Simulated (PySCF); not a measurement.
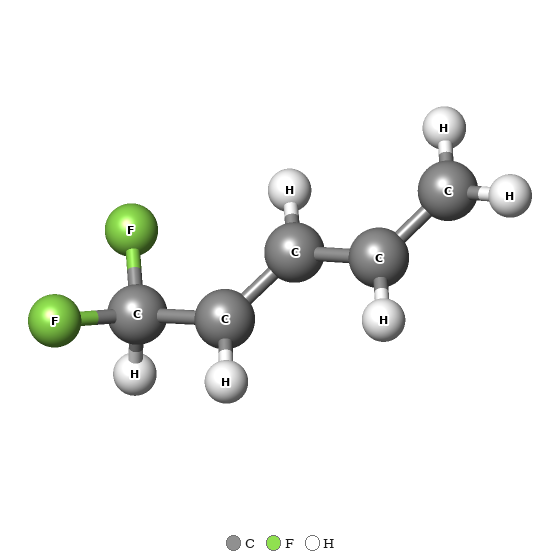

Structure of C₅H₆F₂, SMILES C=C/C=C/C(F)F.

Vertical TDDFT excitations, PBE0/def2-SVPD with PySCF, at a GFN2-xTB geometry (no frequency check), gas phase.

**Where does it absorb, and how strongly?**

The lowest singlet lies at 5.79 eV (214 nm, f = 0.783); the brightest of the first 6 is S1 at 5.79 eV (214 nm), f = 0.783, mainly HOMO → LUMO (97 %). No singlet lies below 3.1 eV (beyond 400 nm), so at this level no vertical transition falls in the visible.


```csv
state,E (eV),λ (nm),f,main character
S1,5.79,214,0.783,HOMO → LUMO (97 %)
S2,6.95,178,0.002,HOMO−1 → LUMO (62 %)
S3,7.00,177,0.001,HOMO → LUMO+1 (85 %)
S4,7.11,174,0.006,HOMO → LUMO+2 (35 %)
S5,7.24,171,0.010,HOMO → LUMO+3 (51 %)
S6,7.50,165,0.002,HOMO−3 → LUMO (83 %)
```

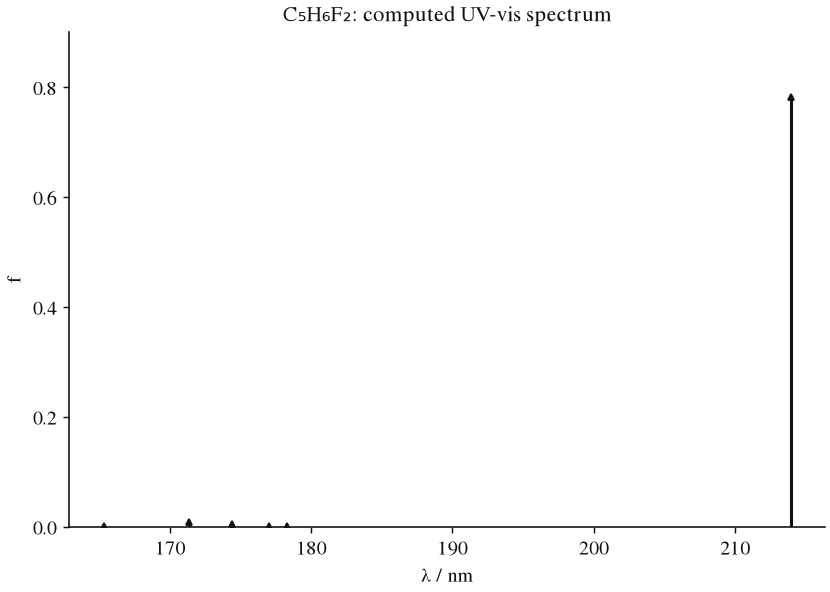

The lowest 6 singlet states are shown.

Note: states above the negative HOMO energy depend on the basis; the tight-binding geometry is rougher than a DFT one and adds to the error; one conformer of a flexible molecule; core orbitals are frozen in the response.
